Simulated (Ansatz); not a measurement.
# Fields on a plane of CdS (zinc blende)

```yaml
crystal:
  lattice:
    - [0.00000, 2.93890, 2.93890]
    - [2.93890, 0.00000, 2.93890]
    - [2.93890, 2.93890, 0.00000]
  atoms:
    - { symbol: S, position: [0.75000, 0.75000, 0.75000] }
    - { symbol: Cd, position: [0.00000, 0.00000, 0.00000] }
```

The slice is a {110} plane (indices of the conventional cell) through the point (0.750, 0.750, 0.750) (fractional), spanned by u = [100] and v = [1 -1 -1] in vectors of this cell: u (4.16 Å) and v (5.88 Å, at 90° to u). It covers one period; positions are fractions (u, v).

Atoms on it: S at (0.00, 0.00); Cd at (0.50, 0.75).

Calculation: r2SCAN (plane waves to 500 eV, PAW, scalar-relativistic; Ansatz, an electronic-structure program). k mesh 10×10×10. These are valence fields of a PAW run, semicore shells included where kept as valence: close to a nucleus they are smooth pseudo fields. CdS was relaxed with its symmetry unable to fall.

```
|xxxxxx889999886633111111111111336688999988xxxx|
|xxxx7799999977441111111111111111447799999977xx|
|7788999999885522111122333322111122558899999988|
|9999999999662211223344444444332211226699999999|
|9999999977331111334455666655443311113377999999|
|88888877442211224455xxxxxxxx554422112244778888|
|777766442211223355xxxxxxxxxxxx5533221122446677|
|555544221111224455xxxxxxxxxxxx5544221111224455|
|333322111111224455xxxxxxxxxxxx5544221111112233|
|11111111111122334455xxxxxxxx554433221111111111|
|0000000011112233445555666655554433221111000000|
|0000000011111122333344444444333322111111000000|
|0000000000111111222222333322222211111100000000|
|0000000000001111111111111111111111110000000000|
|0000000000000011111111111111111111000000000000|
|0000000000000000000000111100000000000000000000|
|0000000000000000000000000000000000000000000000|
|0000000000000000000000000000000000000000000000|
|0000000000000000000000000000000000000000000000|
|0000000000000000000000000000000000000000000000|
|0000000000000000000000000000000000000000000000|
|1111110000000000000000000000000000000000001111|
|3333222211000000000000000000000000000011222233|
|5555554433221100000000000000000000112233445555|
|7777776655332211000000000000000011223355667777|
|8888887777554422110000000000001122445577778888|
|9999998888775533220000000000002233557788889999|
|9999999988886655331100000000113355668888999999|
|7788889999887766441100000000114466778899998888|
|xxxx6688999988664422000000002244668899998866xx|
|xxxxxx779999887744221100001122447788999977xxxx|
|xxxxxx779999887744221111111122447788999977xxxx|
```
Scale: ten equal steps from 0.01 (start of '0') to 0.89 (end of '9'), in the order '0123456789'. Values: electron localisation function (ELF). The map has 23 points along u (two characters each, u = 0 at the left) and 32 along v (v = 0 in the bottom row). Points within 0.5 Å of a nucleus are blanked (x), as the pseudised field means little there.

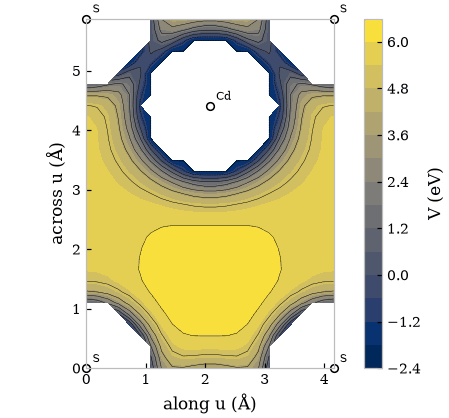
Figure: Electrostatic potential energy of an electron, from the cell's mean, in eV, one period of the plane, atoms marked. Points within 1 Å of a nucleus are left white, as the pseudised field means little there. Values under -2 eV are set to -2. The zero, the cell's mean, hangs on the PAW cores.

Element round which the density of the highest valence band (whole band, smooth part) is largest on this plane: S.
